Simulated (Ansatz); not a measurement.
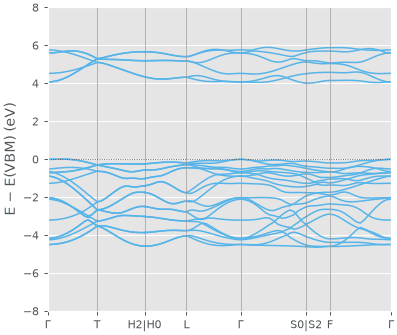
Figure. Band structure from plane-wave PAW r²SCAN (Ansatz code)

Read off the gap and where the band edges lie.

About 4.0 eV (4.00 eV by a search for the band edges); maximum on the Γ–T line, 29 % of the way from Γ, minimum on the S2–F line, 10 % of the way from S2.

The material is LiNbO3 in space group R3c (No. 161; Li on 6a, Nb on 6a, O on 18b).

Symmetry was held in the r²SCAN relaxation. The run is not spin-polarised. Spin–orbit coupling is left out wherever it is not named.

Potentials: the later of the program's two PAW sets.
